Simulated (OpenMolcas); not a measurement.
```
&GATEWAY
Basis set
Cr.ANO-RCC-VDZP.
Cr1 0.0 0.0 0.0 Angstrom
End of basis
Basis set
O.ANO-RCC-VDZP.
L1 1.944000 0.000000 0.000000 Angstrom
L2 0.000000 1.944000 0.000000 Angstrom
L3 0.000000 0.000000 1.944000 Angstrom
End of basis
Basis set
Mg.EMB-AIMP.Pascual.10s4p.1s1p.ECP.MgO.
PseudoCharge
* 3 symmetry-unique lattice sites within 7.6 angstrom
End of basis
Basis set
Mg.EMB-AIMP.Pascual.0s.0s.ECP.MgO.
PseudoCharge
* 40 symmetry-unique lattice sites within 7.6 angstrom
End of basis
Basis set
O.EMB-AIMP.Pascual.0s.0s.ECP.MgO.
PseudoCharge
* 55 symmetry-unique lattice sites within 7.6 angstrom
End of basis
Symmetry
XYZ
AngMom=0.0 0.0 0.0
AMFI
RICD
XField
997 Angstrom 0
* Evjen-weighted lattice charges
&SEWARD
&RASSCF
FileOrb=start.orb
Symmetry=1
Spin=4
nActEl=3 0 0
Inactive=18 21
Ras2=5 0
CIRoot=10 10 1
SDav=10
CIMx=300
Iter=150 100
PrWF=0.3
OrbListing=Nothing
MaxOrb=0
LevShft=1.0
>>> COPY $Project.JobIph JOB001
&RASSCF
FileOrb=start.orb
Symmetry=1
Spin=2
nActEl=3 0 0
Inactive=18 21
Ras2=5 0
CIRoot=40 40 1
SDav=40
CIMx=300
Iter=150 100
PrWF=0.3
OrbListing=Nothing
MaxOrb=0
LevShft=1.0
>>> COPY $Project.JobIph JOB002
&RASSI
NrOfJobIphs=2 10 40
1 2 3 4 5 6 7 8 9 10
1 2 3 4 5 6 7 8 9 10 11 12 13 14 15 16 17 18 19 20 21 22 23 24 25 26 27
28 29 30 31 32 33 34 35 36 37 38 39 40
IphNames
JOB001
JOB002
EJob
SpinOrbit
DIPRint=1.0
SOCoupling=1000.0
Subsets=2
Property=9
'ANGMOM' 1 'ANGMOM' 2 'ANGMOM' 3 'MLTPL  1' 1 'MLTPL  1' 2 'MLTPL  1' 3
'AMFI' 1 'AMFI' 2 'AMFI' 3
SOProperty=3
'ANGMOM' 1 'ANGMOM' 2 'ANGMOM' 3
```

Launched with:
```bash
OMP_NUM_THREADS=1 MOLCAS_MEM=2457 MOLCAS_PROJECT=a pymolcas a.inp > a.log  # once for each step of the input, in one work folder
```

The calculation used state-averaged CASSCF, active space 3 electrons in the shell 3d, basis ANO-RCC-VDZP on all atoms, DKH2 scalar Hamiltonian, spin-orbit coupling by RASSI with atomic mean-field integrals (OpenMolcas). Powder susceptibility by Van Vleck's formula.

Cr³⁺ (3d³) as a dopant in MgO, a cluster with its 6 nearest O²⁻ at 1.944 Å (octahedron) embedded in model potentials and point charges; the geometry was set, not optimised. The cluster and the levels that result:

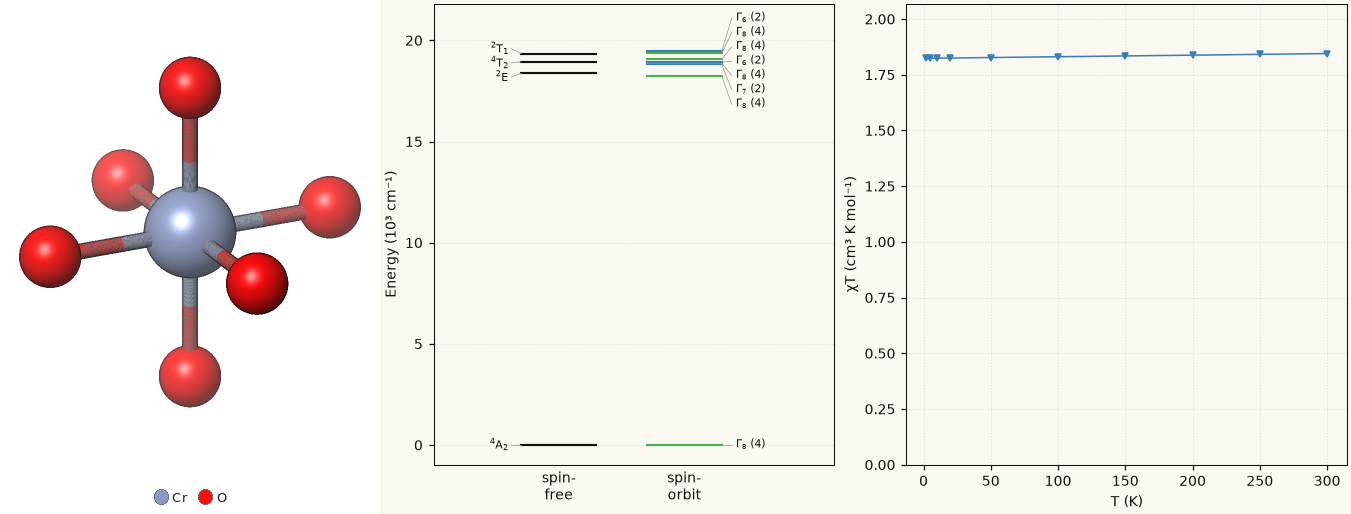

Labels give the representation in O, Td, D4 or D3 as the site allows (double group for half-integer spin) where it could be assigned and, in brackets, the degeneracy; spin-free states, where drawn, share the zero of the spin-orbit levels.

The ground level is Γ₈, 4-fold degenerate, 100 % from states of spin multiplicity 4. The next level lies at 18,200 cm⁻¹ (Γ₈). The lowest spin-free state is ⁴A₂; of the same spin there follows at 18,900 cm⁻¹ (⁴T₂) above it. A ligand-field fit to the spin-free states gives |10Dq| = 18,700 cm⁻¹, B = 997 and C = 3,650 cm⁻¹ (rms misfit 100 cm⁻¹). χT is 1.82 cm³ K mol⁻¹ at 2 K and 1.85 at 300 K, an effective moment of 3.84 μB. The active orbitals hold 85 to 93 % metal character (Löwdin), and the Mulliken charge of the metal is +2.00.

Caveat: the geometry is set by hand, with no relaxation and no charge compensation.
